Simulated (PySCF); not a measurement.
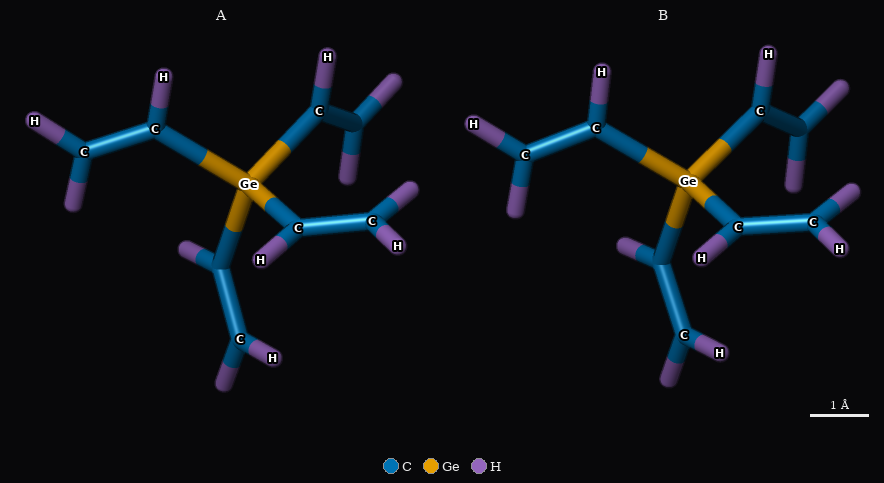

Two geometries of C8H12Ge, drawn at one scale. One is the start of a relaxation, the other its converged end. A stick model, seen at a tilt.

Computed with PBE0-D3(BJ)/def2-SVP geometry optimisation, gas phase (PySCF). 

Q: Which of the two is the end point?

A: Structure B is the relaxed one. The start comes from GFN2-xTB. Over 5 geometry steps the energy falls by 11.2 kJ/mol. Largest force component: 1.1 eV/Å at the start, 0.014 eV/Å at the end. The largest move after the best rigid fit is that of an H atom, 0.19 Å. Largest moves by element: H 0.19 Å, C 0.12 Å, Ge 0.06 Å. Near-neighbour distances that change, for instance: C–Ge 1.970 → 1.944 Å, C–C 1.322 → 1.336 Å, C–H 1.083 → 1.098 Å. The run took about 2.7 core-minutes on a shared host.
